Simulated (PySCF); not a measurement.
**ZrF3: doublet, from a trigonal planar start**

Where does doublet ZrF3 go from a trigonal planar start, is the end point a minimum, and what are its modes, charges and moments?

Computed with PySCF 2.14.0. Level: PBE0, basis Zr def2-TZVP with ECP28, F def2-TZVP, scalar-relativistic core potentials, no spin–orbit coupling, density fitting.

**1. Where the work starts**

4 atoms, charge 0, spin multiplicity 2.

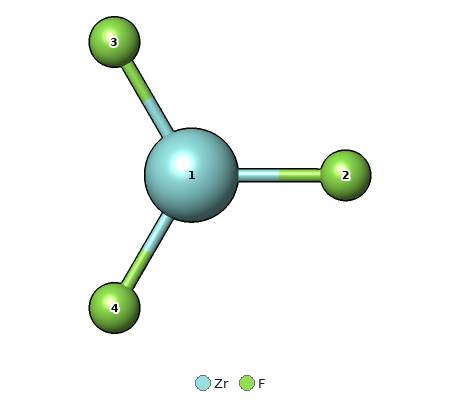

As it starts; zirconium light teal, fluorine green; atoms are numbered from 1 in the order of the file.

Z-matrix (Å, degrees; charge 0 multiplicity 2):
```
Zr
F  1 2.1800
F  1 2.1800 2 120.00
F  1 2.1800 2 120.00 3 180.00
```

**2. Finding the electronic state**

The steps below are one call of a driver around PySCF. For each, scf.py gives the equivalent set-up of the SCF; relaxations use the driver's own optimiser. After this first run the driver tries any further starts and a stability analysis.

scf.py

```python
from pyscf import gto, scf, dft
mol = gto.M(atom='''
Zr     0.000000     0.000000     0.000000
F      2.180000     0.000000     0.000000
F     -1.090000     1.887900     0.000000
F     -1.090000    -1.887900     0.000000''',
    basis={'Zr': 'def2-TZVP', 'F': 'def2-TZVP'},
    ecp={'Zr': 'def2-TZVP'},
    charge=0, spin=1)
mf = dft.UKS(mol, xc='PBE0')
mf.grids.atom_grid = (50, 194)
aux = {'Zr': 'def2-universal-JKFIT', 'F': 'def2-universal-JKFIT'}
mf = mf.density_fit(auxbasis=aux)
mf.conv_tol = 1e-08
mf.diis_space = 10
mf.max_cycle = 60
mf.init_guess = 'minao'
mf.verbose = 4
mf.kernel()
```

Started as:

```
$ OMP_NUM_THREADS=4 python axn.py task.json out
```

Output:

```text
init E= -340.681091726278
[... the frontier-level lines of each cycle are left out ...]
cycle= 1 E= -346.415136477102  delta_E= -5.73  |g|= 0.646  |ddm|=    3
cycle= 2 E= -346.075033709738  delta_E= 0.34  |g|= 1.25  |ddm|= 0.925
cycle= 3 E= -346.542407780985  delta_E= -0.467  |g|= 0.195  |ddm|= 0.608
cycle= 4 E= -346.562010001044  delta_E= -0.0196  |g|= 0.0349  |ddm|= 0.224
cycle= 5 E= -346.562480282653  delta_E= -0.00047  |g|= 0.00274  |ddm|= 0.0216
cycle= 6 E= -346.562484138758  delta_E= -3.86e-06  |g|= 0.000688  |ddm|= 0.00413
cycle= 7 E= -346.562484707052  delta_E= -5.68e-07  |g|= 0.000215  |ddm|= 0.00189
cycle= 8 E= -346.562484793189  delta_E= -8.61e-08  |g|= 0.000138  |ddm|= 0.000821
cycle= 9 E= -346.56248479891  delta_E= -5.72e-09  |g|= 7.35e-05  |ddm|= 8.21e-05
Extra cycle  E= -346.56248479282  delta_E= 6.09e-09  |g|= 0.000159  |ddm|= 0.000133
converged SCF energy = -346.56248479282  <S^2> = 0.7522519  2S+1 = 2.0022506
```

This step, with its further starts and checks, ran for 16 s (4 threads of Arm Neoverse V1, shared host).

The starts that the driver tried:

```csv
start,energy (Eh)
the minimal-basis guess,-346.562485
a thermally smeared density,-346.562485
a smeared PBE density,-346.562485
```

The test of internal stability and the other starts found no lower solution of this spin.

**3. Relaxing the doublet from the trigonal planar start**

The program finds D3h symmetry in the start, which this walk keeps.

Changes to scf.py since step 2:

```diff
@@ -4,3 +4,3 @@
-F      2.180000     0.000000     0.000000
-F     -1.090000     1.887900     0.000000
-F     -1.090000    -1.887900     0.000000''',
+F      2.179980     0.000000     0.000000
+F     -1.089990     1.887918     0.000000
+F     -1.089990    -1.887918     0.000000''',
@@ -17 +16,0 @@
-mf.init_guess = 'minao'
```

Steps of the walk:

```csv
step,energy (Eh),change (kJ/mol),largest symmetric gradient (Eh/bohr)
0,-346.562485,0.00,0.08067
1,-346.623269,-159.59,0.04950
2,-346.636510,-194.35,0.03418
3,-346.641241,-206.77,0.00701
4,-346.641498,-207.45,0.00093
5,-346.641502,-207.46,0.00003
```

The walk took 16 s.

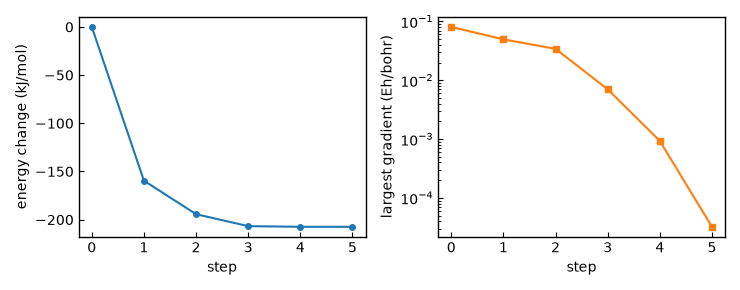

How energy and gradient fall.

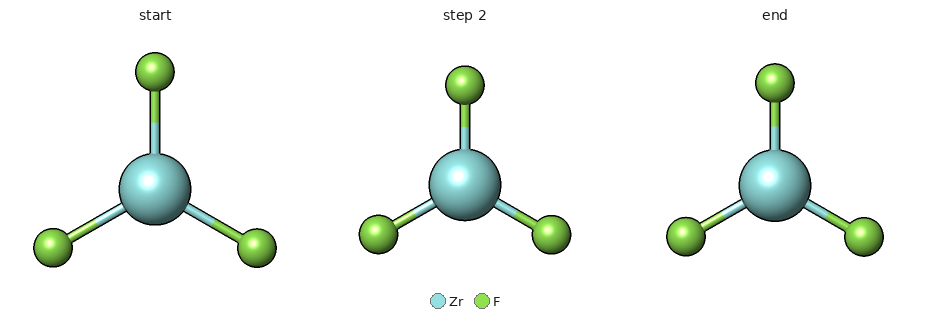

Start and end of the relaxation, with a step between.

End point (D3h, 5 steps, 207.5 kJ/mol gained): Zr–F 1.903 Å (×3); F–Zr–F 120.0° (×3).

**4. Frequencies**

On the finer grid the gradient is checked again; gradients at displacements of ±0.02 bohr then give force constants and infrared intensities.

Changes to scf.py since step 3:

```diff
@@ -3,4 +3,4 @@
-Zr     0.000000     0.000000     0.000000
-F      2.179980     0.000000     0.000000
-F     -1.089990     1.887918     0.000000
-F     -1.089990    -1.887918     0.000000''',
+Zr     0.000000    -0.000000     0.000000
+F      1.902729    -0.000000     0.000000
+F     -0.951365     1.647812     0.000000
+F     -0.951365    -1.647812     0.000000''',
@@ -11 +11 @@
-mf.grids.atom_grid = (50, 194)
+mf.grids.atom_grid = (75, 302)
@@ -14 +14 @@
-mf.conv_tol = 1e-08
+mf.conv_tol = 1e-10
```

This SCF starts from the last density.

Log of the central SCF (cycles and frontier levels):

```text
init E= -346.641803040623
[... the frontier-level lines of each cycle are left out ...]
cycle= 1 E= -346.641803040617  delta_E= 5.51e-12  |g|= 5.24e-06  |ddm|= 4.79e-06
Extra cycle  E= -346.641803040593  delta_E= 2.44e-11  |g|= 1.02e-05  |ddm|= 7.78e-06
converged SCF energy = -346.641803040593  <S^2> = 0.75158582  2S+1 = 2.0015852
```

The whole step took 44 s.

Geometry: D3h; Zr–F 1.903 Å (×3); F–Zr–F 120.0° (×3).

Harmonic modes (main isotopes):

| symmetry | ω (cm⁻¹) | IR (km/mol) | type |
| --- | --- | --- | --- |
| a2'' | 64 | 11.7 | bend |
| e' | 161 | 22.4 | bend |
| a1' | 641 | 0.0 | stretch |
| e' | 678 | 431 | stretch |

Every mode is real; the point is a minimum.

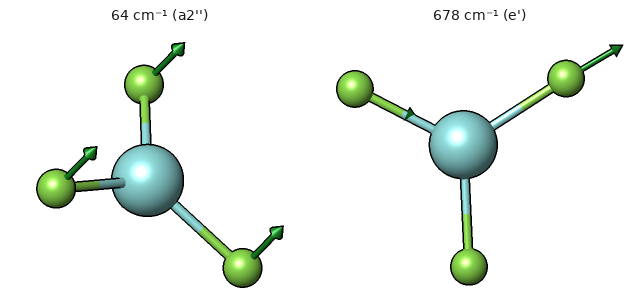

How the atoms move in 2 of the modes.

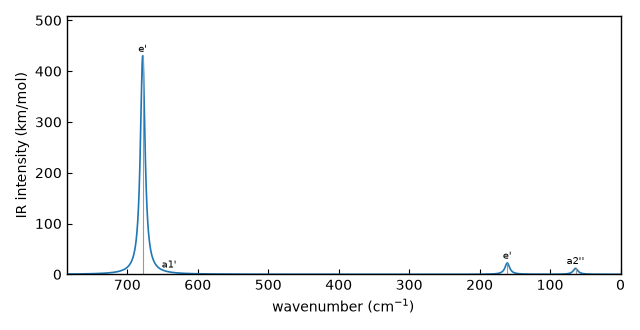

The harmonic infrared spectrum (widths in cm⁻¹). Lines are broadened to a width of 8 cm⁻¹ (Lorentzian).

Constants and moments:

* Dipole moment: 0.00 D
* Highest occupied level: -5.96 eV
* Lowest empty level: -2.41 eV
* Rotational constants: 0.1634, 0.1634, 0.0817 cm⁻¹
* Zero-point energy: 14.2 kJ/mol
* Principal polarisabilities: 35.2, 35.2, 57.0 bohr³
* Atomisation energy without zero-point energy: 1920 kJ/mol
* Principal traceless quadrupole moments about the centre of mass: -4.04, -4.04, 8.08 D Å
* Entropy at 298.15 K and 1 bar (electronic part: spin only): 315.0 J/(mol K)
* Heat capacity Cp at 298.15 K: 68.6 J/(mol K)
* Enthalpy at 298.15 K above 0 K: 16.32 kJ/mol
* Rotational symmetry number: 6
* Spin squared ⟨S²⟩: 0.752

Populations by atom (charges in e):

```
  atom  Mulliken  Löwdin  polar tensor  spin (Mulliken)  Mayer order to Zr1
   Zr1      1.39    0.79          1.98             1.03                   –
F2,3,4     -0.46   -0.26         -0.66            -0.01                0.92
```

Mulliken populations on Zr1 (outside its core potential): s 2.44, p 6.18, d 1.86, f 0.13.

**5. Outcome**

| quantity | value |
| --- | --- |
| minimum | doublet, D3h |
| geometry | Zr–F 1.903 Å (×3); F–Zr–F 120.0° (×3) |
| wavenumbers (cm⁻¹) | 64 (a2''), 161 (e'), 641 (a1'), 678 (e') |
| dipole moment | 0.00 D |
| highest occupied, lowest empty level (either spin) | -5.96, -2.41 eV |
| polar-tensor charge of Zr1 | +1.98 e |
| zero-point energy | 14.2 kJ/mol |
| entropy at 298.15 K | 315.0 J/(mol K) |
| atomisation energy (no zero-point energy) | 1920 kJ/mol |
| ⟨S²⟩ | 0.752 |

What this shows: The trigonal planar start keeps its D3h symmetry and ends in a minimum. The strongest infrared band lies at 678 cm⁻¹ (e', stretch). The dipole vanishes although Zr1 carries +2.0 e by the polar tensor: the bond dipoles cancel. Most of the spin sits on Zr1 (Mulliken spin 1.03, against 1 for the whole molecule). Other starts or spin states, not run here, may lie lower. Open d and f shells are described by one determinant, and the ground state may have another occupation or spin.

The search up to here took 76 s.
